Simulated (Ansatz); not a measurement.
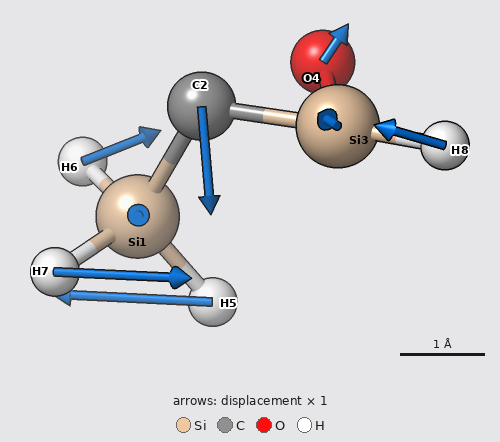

A relaxation of CH$_{4}$OSi$_{2}$. The starting structure is drawn; blue arrows show the displacements, at their true length. The two geometries are superimposed by the best rigid fit.

A ball-and-stick model, seen from a free direction.

All numbers below come from RKS PBE0-D4/def2-TZVP in Ansatz 0.2.0.

The input:
```yaml
crystal:
  periodic: [false, false, false]
  atoms:
    - {symbol: Si, position_ang: [-0.519370, 0.997180, -0.667940]}
    - {symbol: C, position_ang: [-0.278310, 0.057720, 0.956690]}
    - {symbol: Si, position_ang: [0.413260, -1.582020, 0.934420]}
    - {symbol: O, position_ang: [1.374660, -0.331080, 1.115400]}
    - {symbol: H, position_ang: [0.174240, 0.475850, -1.857420]}
    - {symbol: H, position_ang: [-0.093660, 2.384080, -0.474990]}
    - {symbol: H, position_ang: [-1.963380, 0.939280, -0.917460]}
    - {symbol: H, position_ang: [0.892550, -2.941000, 0.911290]}
basis:
  gaussian: {orbitals: def2-TZVP}
hamiltonian: {xc: pbe0, dispersion: d4}
relax: {f_tol: 0.005, max_steps: 200}
```

Launched with:
```bash
ansatz run in.yaml --threads 2 --pin off --events-out ev --progress --plain --max-ram 4352MiB
```

Which element moves most?

Hydrogen: up to 1.96 Å, against 1.33 Å for carbon.

What did the optimiser do to the structure, and how much energy did it gain?

The atom that moves furthest after the best rigid fit is H5 (1.96 Å). By element the largest moves are H 1.96 Å, C 1.33 Å, O 0.57 Å, Si 0.50 Å. Some distances before and after: C2–H7 2.670 → 1.086 Å, C2–O4 1.705 → 2.944 Å, Si1–H7 1.467 → 2.453 Å, Si1–C2 1.892 → 1.711 Å. New bonds form: C2–H7 (2.67 → 1.09 Å). Bonds break: Si1–H7 (1.47 → 2.45 Å). Bond angles that change, for instance: C2–Si3–O4 60.5° → 124.6°, C2–Si3–H8 176.6° → 112.8°, C2–Si1–H6 108.7° → 122.5°. The energy falls by 81.5 kcal/mol in 41 accepted moves (44 points after the start). The largest force component goes from 2 to 0.004 eV/Å. The line search rejected the trial steps at points 14, 20, 28 of the run. Cost: 2.6 min on 2 threads of Arm Neoverse V2, with other jobs on the host.
